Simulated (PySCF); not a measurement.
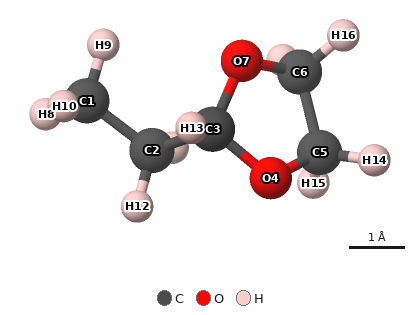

Figure 1. The structure as given in the input (ball-and-stick view, seen at a tilt; atoms are numbered from 1 in the order of the input).

**NMR shielding calculation, with input and output: C$_{5}$H$_{10}$O$_{2}$**

- system: C$_{5}$H$_{10}$O$_{2}$, SMILES CCC1OCCO1
- method: GIAO B97-2/pcSseg-1 NMR shielding, non-relativistic, IEF-PCM cyclohexane (PySCF 2.14.0)

The geometry comes from this level: GFN2-xTB. Figures and captions count atoms from 1; the log counts them from 0 in places.

### The input
```
{"job": {"xc": "B97-2", "basis": "pcSseg-1", "solvent": "cyclohexane", "kind": "nmr", "pop": true}, "charge": 0, "multiplicity": 1}
C      2.323994     0.205337     0.157283
C      1.038665    -0.595147     0.312428
C      0.088440    -0.346957    -0.869296
O     -1.056428    -1.162431    -0.811106
C     -2.034503    -0.449135    -0.083988
C     -1.566740     1.021397    -0.150919
O     -0.379822     0.977909    -0.913843
H      2.961947     0.071302     1.027245
H      2.092107     1.262090     0.049554
H      2.868396    -0.117465    -0.727025
H      0.532836    -0.313722     1.237994
H      1.249829    -1.664850     0.349084
H      0.606908    -0.554267    -1.814055
H     -2.998062    -0.611425    -0.570828
H     -2.086953    -0.808004     0.951362
H     -2.274792     1.670147    -0.670144
H     -1.372820     1.427252     0.849885
```

The first line tells a small driver script what to run in PySCF; the rest is the geometry in Å.

Launched with:
```bash
OMP_NUM_THREADS=1 python <driver script> task.json out
```

### The program's output
```
coarse grid: 13808 points
cycle   1  E = -346.6487256819  dE =  9.095e-01  |g| = 7.745e-01  |ddm| = 3.511e+00
cycle   2  E = -346.5540848681  dE =  9.464e-02  |g| = 1.070e+00  |ddm| = 1.310e+00
cycle   3  E = -346.7580463535  dE = -2.040e-01  |g| = 8.519e-02  |ddm| = 8.298e-01
cycle   4  E = -346.7592971839  dE = -1.251e-03  |g| = 3.365e-02  |ddm| = 7.598e-02
cycle   5  E = -346.7595614622  dE = -2.643e-04  |g| = 5.766e-03  |ddm| = 2.934e-02
cycle   6  E = -346.7595684494  dE = -6.987e-06  |g| = 1.137e-03  |ddm| = 4.729e-03
final grid: 132176 points
cycle   7  E = -346.8213418687  dE = -7.089e-05  |g| = 8.096e-03  |ddm| = 2.966e-02
cycle   8  E = -346.8213284633  dE =  1.341e-05  |g| = 1.197e-02  |ddm| = 1.296e-02
cycle   9  E = -346.8213526523  dE = -2.419e-05  |g| = 3.749e-04  |ddm| = 7.985e-03
cycle  10  E = -346.8213526697  dE = -1.742e-08  |g| = 2.420e-04  |ddm| = 4.612e-04
cycle  11  E = -346.8213526815  dE = -1.186e-08  |g| = 5.195e-05  |ddm| = 2.240e-04
cycle  12  E = -346.8213526820  dE = -4.338e-10  |g| = 1.871e-05  |ddm| = 4.508e-05
```

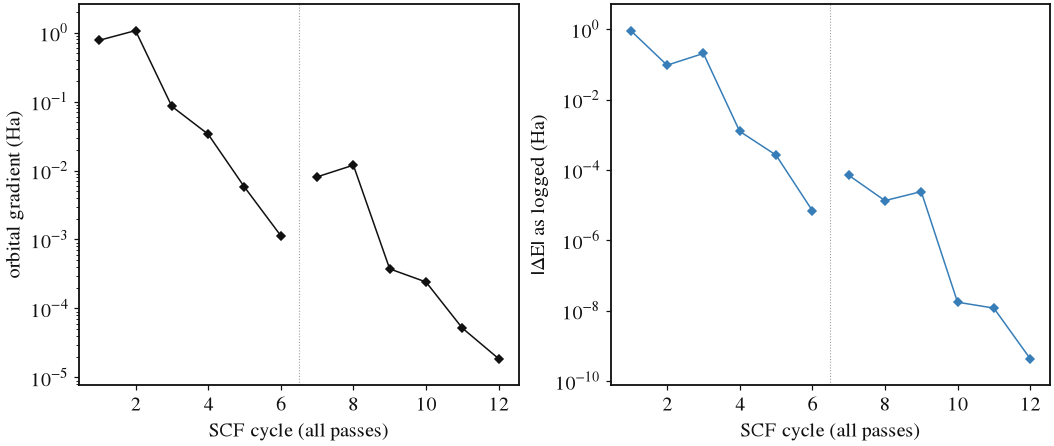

Figure 2. Convergence of the self-consistent field: orbital gradient and size of the energy change against the SCF cycle. The dotted line marks the change from a coarse to the final integration grid. The first 6 cycles use a coarse grid, the final grid takes over at cycle 7, and the field converges after 12 cycles in all.

```
converged SCF energy = -346.8213526820

GIAO shielding tensors (ppm)
atom      isotropic    diamagn.    paramagn.     s11        s22        s33       span
  0 C      174.331     247.149     -72.819    166.853    169.754    186.385     19.531
  1 C      157.977     249.759     -91.782    136.954    166.147    170.831     33.877
  2 C       73.944     247.040    -173.096     43.087     82.793     95.953     52.866
  3 O      250.399     399.244    -148.846    153.505    259.643    338.048    184.543
  4 C      120.047     247.223    -127.176     83.451    107.744    168.948     85.497
  5 C      120.622     246.679    -126.057     83.052    108.858    169.957     86.905
  6 O      262.711     399.132    -136.421    173.202    279.153    335.779    162.577
  7 H       30.782      28.436       2.346     26.256     27.962     38.130     11.874
  8 H       30.764      30.581       0.184     25.627     30.685     35.982     10.355
  9 H       30.965      29.427       1.538     26.860     28.645     37.389     10.529
 10 H       30.278      33.015      -2.737     25.434     31.991     33.410      7.977
 11 H       30.639      31.644      -1.004     25.294     30.436     36.188     10.895
 12 H       26.359      31.401      -5.041     23.493     25.340     30.246      6.753
 13 H       27.626      28.317      -0.691     23.424     25.380     34.075     10.651
 14 H       27.710      30.370      -2.661     24.314     25.287     33.528      9.214
 15 H       27.613      28.612      -1.000     23.333     25.404     34.100     10.767
 16 H       27.721      30.769      -3.048     24.021     25.612     33.528      9.507
```

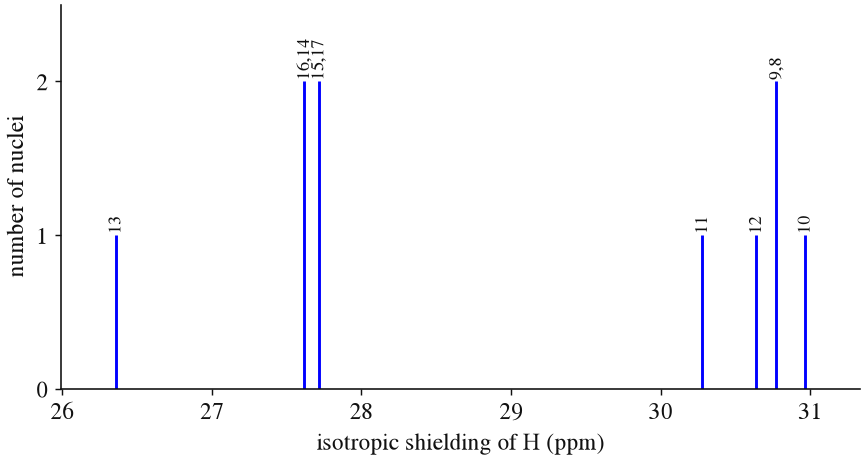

Figure 3. Isotropic shieldings of the hydrogen nuclei in this fixed geometry, labelled by atom number; shielding grows to the right, so chemical shift grows to the left. The least shielded is H13 (26.4 ppm), the most shielded H10 (31.0 ppm).

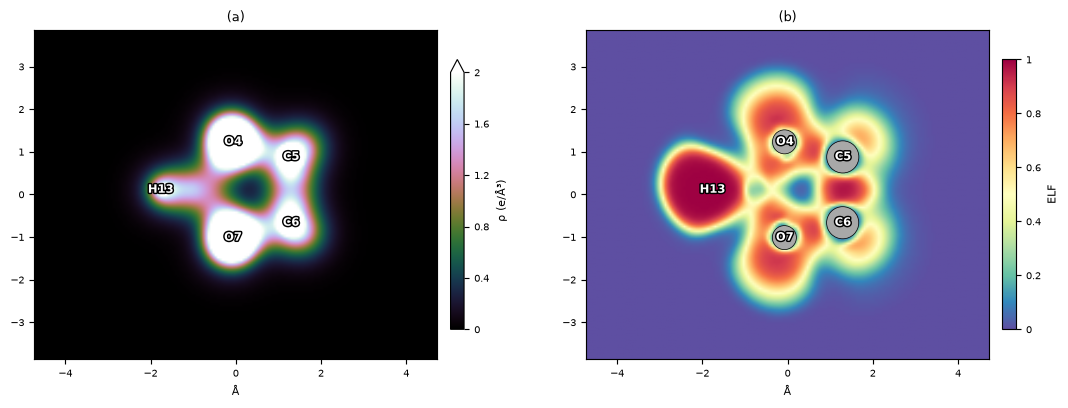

Figure 4. (a) total electron density; (b) ELF on the plane of atoms O4, C5 and C6. Grey discs, where drawn, cover atomic cores. C–O (1.41 Å): ρ at the midpoint is about 2.1 e/Å³, with its minimum of 1.8 e/Å³ about 0.5 Å from C; the ELF peaks at about 0.90 between the atoms, which marks a shared but strongly polarised pair. C–C (1.54 Å): ρ at the midpoint is about 1.7 e/Å³; the ELF peaks at about 0.95 between the atoms (a covalent bond).

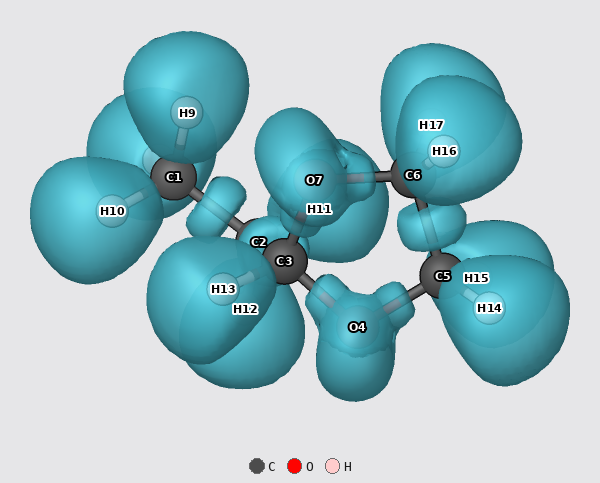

Figure 5. Isosurface of the ELF at 0.75 (cyan), seen at a tilt. Core shells and regions of very low density are left out. Values along the shortest contacts: C–C (1.52 Å): the ELF peaks at about 0.95 between the atoms, which marks localised, shared-pair bonding.

### Results in brief

- outcome: converged
- total energy: −346.821353 hartree
- HOMO: −7.08 eV
- LUMO: 1.45 eV
- dipole moment: 1.73 D
- isotropic shielding, C: 73.9 to 174.3 ppm
- isotropic shielding, O: 250.4 to 262.7 ppm
- isotropic shielding, H: 26.4 to 31.0 ppm
- hardware: 1 CPU thread, shared host
- wall time: 26 s
- peak memory: 0.96 GiB
